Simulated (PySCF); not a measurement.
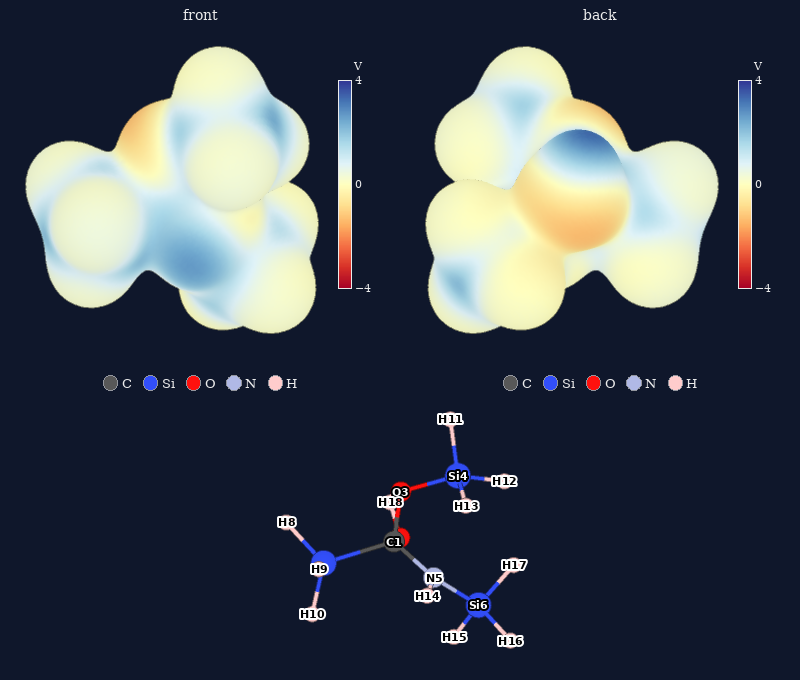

CH11NO2Si3. The electrostatic potential painted on the density surface at 0.004 e/bohr³, seen from the front and from behind; red is negative and blue positive. The bare structure is drawn below in the same view.

Geometry: PBE0-D3(BJ)/def2-SVP.

Theory: PySCF 2.14.0, PBE0/pcSseg-1, SCF density, gas phase, non-relativistic.

| atom | x (Å) | y (Å) | z (Å) |
| --- | --- | --- | --- |
| C | -0.2094 | 0.1295 | 0.6126 |
| Si | -0.6895 | 1.6813 | 1.6509 |
| O | -1.4155 | -0.5043 | 0.2557 |
| Si | -1.6246 | -1.1461 | -1.2952 |
| N | 0.6072 | 0.4107 | -0.5252 |
| Si | 2.1813 | -0.3401 | -0.7624 |
| O | 0.5554 | -0.7586 | 1.3913 |
| H | -1.5325 | 1.2500 | 2.8039 |
| H | -1.4516 | 2.6359 | 0.7880 |
| H | 0.5483 | 2.3491 | 2.1509 |
| H | -2.9520 | -1.8157 | -1.2009 |
| H | -0.5907 | -2.1582 | -1.6584 |
| H | -1.6909 | -0.0804 | -2.3369 |
| H | 0.3969 | 1.2747 | -1.0126 |
| H | 3.1668 | -0.0382 | 0.3160 |
| H | 2.6616 | 0.2813 | -2.0348 |
| H | 2.0850 | -1.8149 | -0.9519 |
| H | -0.0645 | -1.3503 | 1.8343 |

> Where is the surface potential most negative and most positive?

The most negative region (about −1.3 V) lies over O3 and O7, the most positive (about +3.1 V) over H18.

> What dipole moment does the calculation give?

Its dipole moment is 0.49 D.
